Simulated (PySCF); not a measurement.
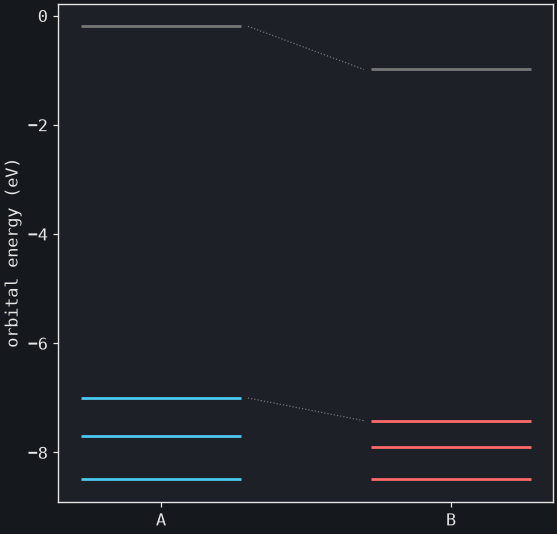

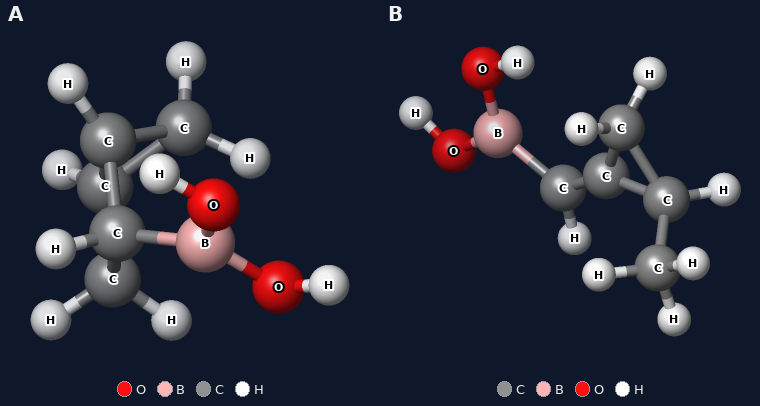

Related molecules: A is C₅H₉BO₂, SMILES OB(O)[C@@H]1C[C@@H]2C[C@@H]21; B is C₅H₉BO₂, SMILES C[C@@H]1C/C1=C\B(O)O. Frontier orbital energies, B3LYP/def2-SVPD with PySCF, at a PBE0-D3(BJ)/def2-SVP geometry (no frequency check); drawn are at most three filled levels and, in grey, the LUMO with any level within 0.03 eV of it; dotted lines join the HOMOs and the LUMOs.

**What does the change do to the frontier levels?**

From A to B the HOMO falls by 0.42 eV and the LUMO falls by 0.79 eV, so the separation goes from 6.81 to 6.43 eV.

**Does the ΔSCF ionisation energy follow the HOMO?**

A: −ε(HOMO) 7.00, ΔSCF 9.18 eV; B: −ε(HOMO) 7.42, ΔSCF 9.60 eV.

Caveats, for all or some of the runs: one conformer of a flexible molecule.
